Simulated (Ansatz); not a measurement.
Stretching the Ga1–F2 bond in GaF (multiplicity 1 held). Energies count from the point at 1.800 Å.


Restricted levels (R-, RO-) in cc, def2 and unpolarised 6-31G sets keep to the state of the molecule at rest. Unrestricted levels (U-) break spin symmetry where that is lower. Curves can end on different states.

Programs: Ansatz (a quantum-chemistry and plane-wave program). 

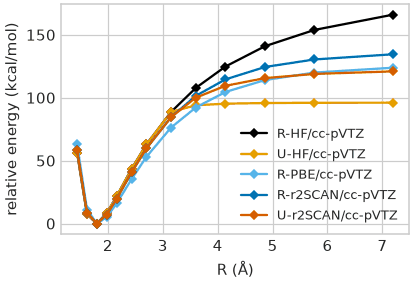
*Relative energy along the coordinate*

**Question.** Read off the U-HF/cc-pVTZ curve at R = 4.861.

**Answer.** about 96 kcal/mol

Doubts at one or more of the structures used: a restricted determinant that unrestricted orbitals would lower (R-HF/cc-pVTZ, R-PBE/cc-pVTZ, R-r2SCAN/cc-pVTZ); a spin-contaminated determinant (U-HF/cc-pVTZ, U-r2SCAN/cc-pVTZ).
